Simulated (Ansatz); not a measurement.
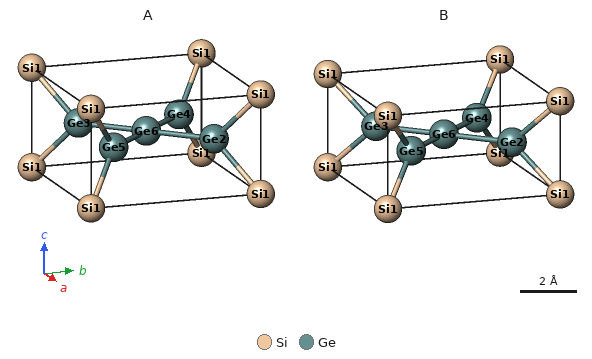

Two geometries of solid SiGe5 (a generated structure, set up in P4/mmm), drawn at one scale. One is the start of a relaxation, the other its converged end. Style: ball-and-stick. Shown: the cell of the calculation, slightly off an axis.

The calculation used DFT PBE, scalar-relativistic, plane waves, PAW (Ansatz). Settings: plane-wave cutoff 420 eV; k-point mesh 6 × 6 × 10; occupations gaussian; smearing width 0.1 eV; no spin polarisation; cell and atoms relaxed; force threshold 0.01 eV/Å; at most 80 steps.

Question: Which of the two is the end point?

Answer: Structure B is the relaxed one. Over 3 accepted moves (5 points after the start) the energy falls by 29.7 meV per atom. The largest force component goes from 0.27 to 0.00056 eV/Å. The pressure goes from 0.47 to 0.02 GPa. The line search rejected the trial step at point 2 of the run. The SCF was repeated once at an unchanged geometry on a basis and grid sized afresh for the cell, which shifted the energy by 0.1 meV per atom at most. The largest moves relative to the cell, 0.031 Å, are those of Ge2, Ge3, Ge4 and Ge5. Ge3 goes along [1 1 0]. Si stays in place. The drawn cell changes as follows: a = b 6.447 → 6.543 Å (+1.5 %), c 3.678 → 3.444 Å (−6.4 %); the volume changes by −3.6 %. Some distances before and after: Ge2–Ge4 2.632 → 2.715 Å, Si1–Ge2 2.616 → 2.579 Å, Ge2–Ge6 2.698 → 2.707 Å. Bond angles that change, for instance: Si1–Ge3–Si1 89.3° → 83.8°, Si1–Ge3–Ge6 135.3° → 138.1°. The space group stays P4/mmm (No. 123).
